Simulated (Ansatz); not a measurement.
Bands of a (6,0) BAs nanotube, along its axis.

Levels: PBE (plane waves to 420 eV, PAW; Ansatz, a quantum-chemistry and plane-wave program); PBE with spin-orbit coupling (Ansatz). Unmarked values and the geometry are of the first. Mesh 1×1×6. No spin polarisation. Periodic along z alone, with about 11 Å of vacuum beside it. A hypothetical model, rolled from the flat sheet. It keeps the symmetry and period of its start, so it need not be a minimum against all distortions. Values not marked SOC lack spin–orbit coupling.

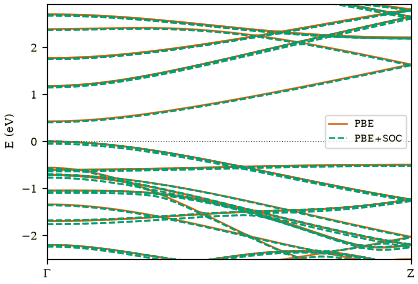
*Bands from the zone centre to the zone edge (period 5.82 Å); the dotted line marks the highest filled level of each set*

Q: Is it a metal or a semiconductor at this level? Give what the bands show.

A: A semiconductor in PBE.
| Quantity | Value |
|---|---|
| PBE gap | 0.43 eV, direct at Γ |
| PBE+SOC gap at this geometry | 0.41 eV |
